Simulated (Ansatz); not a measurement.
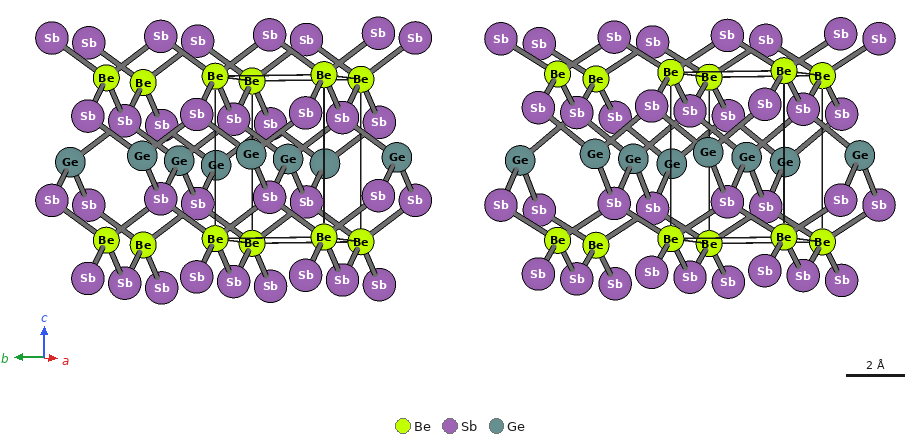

Two geometries of solid BeGeSb2 (a generated structure, set up in P-4m2), drawn at one scale. One is the start of a relaxation, the other its converged end. The picture is a ball-and-stick view of the cell of the calculation, repeated 1 × 2 × 1 with one cell outlined, seen from a free direction.

All numbers below come from DFT, PBEsol, plane waves, PAW in Ansatz 0.2.0. (plane-wave cutoff 420 eV; k-point mesh 6 × 6 × 4; occupations fermi dirac; smearing width 0.03 eV; no spin polarisation; cell and atoms relaxed; force threshold 0.01 eV/Å; at most 120 steps)

### Which of the two is the end point?

The right one is the relaxed one. The largest moves relative to the cell, 0.19 Å, are those of Sb atoms. Ge and Be stay in place. The drawn cell changes as follows: a = b 3.995 → 4.156 Å (+4.0 %), c 5.650 → 5.787 Å (+2.4 %); the volume changes by +10.8 %. Some distances before and after: Ge–Sb 2.447 → 2.646 Å, Be–Sb 2.447 → 2.427 Å. Among the angles between lasting bonds that change: Sb–Be–Sb 109.5° → 117.7°, Be–Sb–Be 109.5° → 117.7°, Sb–Ge–Sb 109.5° → 103.5°. The space group stays P-4m2 (No. 115). The energy falls by 0.805 eV per cell of the calculation in 4 accepted moves (5 points after the start). The largest force component goes from 3 to 0.0025 eV/Å. The pressure goes from 10.77 to 0.00 GPa. At 1 point the geometry stayed and the basis and grid were re-selected for the new cell (energy shift of 1.8 meV per cell of the calculation at most each time). Cost: 22 s on 2 threads of Arm Neoverse V2, with other jobs on the host, peak memory 0.38 GiB.
